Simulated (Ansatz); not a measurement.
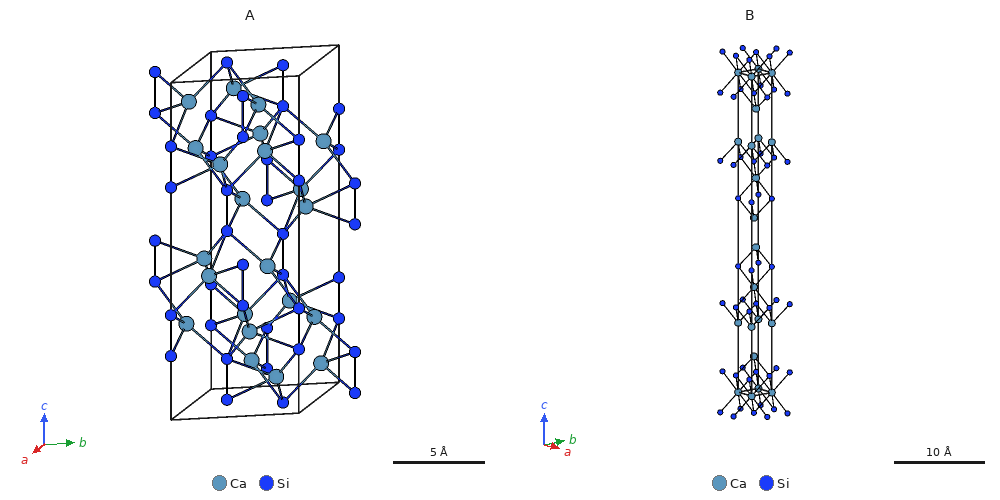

Two structures of Ca3Si2, each relaxed to rest (conventional cells in solid outline, small ones repeated, not to one scale). Method: DFT PBE, scalar-relativistic, plane waves, PAW in Ansatz 0.2.0, without spin polarisation.

Question: What structure does each panel show?

Answer: A: 30 atoms a cell on a rhombohedral (trigonal R) lattice, R-3c. B: 15 atoms a cell on a rhombohedral (trigonal R) lattice, R-3m.

Question: Which of the two does the method prefer?

Answer: A is lower, by 212 meV/atom at this level of theory (energies at zero smearing). Volumes: A 29.4, B 29.3 Å³/atom.

One or both may be structure types tried for this composition rather than known phases.
